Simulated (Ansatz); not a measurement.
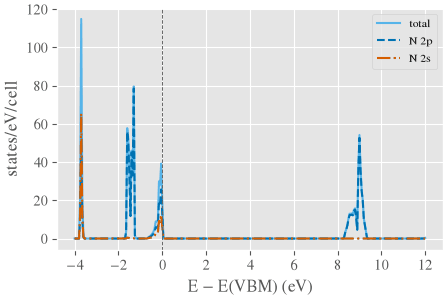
Figure. Total and projected density of states of N (α-N2, Pa-3), r²SCAN (plane waves, PAW; program Ansatz)

Q: Which orbitals carry the states next to the gap?

A: Top 1 eV of the valence band: N 2p 66 %, N 2s 31 %. Bottom 1 eV of the conduction band: N 2p 97 %. Projections are on Löwdin-orthogonalised atomic valence shells; empty p or d shells of many metals are not among them.

Q: Where is the tallest occupied peak in this window, and what makes it?

A: Near -3.7 eV, about 110 states/eV per cell; the largest projected share is N 2s.

The cell was relaxed with r²SCAN under the symmetry of its start. The substance is a gas or liquid at ambient conditions; this is its low-temperature solid. A crystal of weakly bound molecules computed without a dispersion correction: the cell and the soft elastic constants depend strongly on that.

Potentials: the later of the program's two PAW sets.
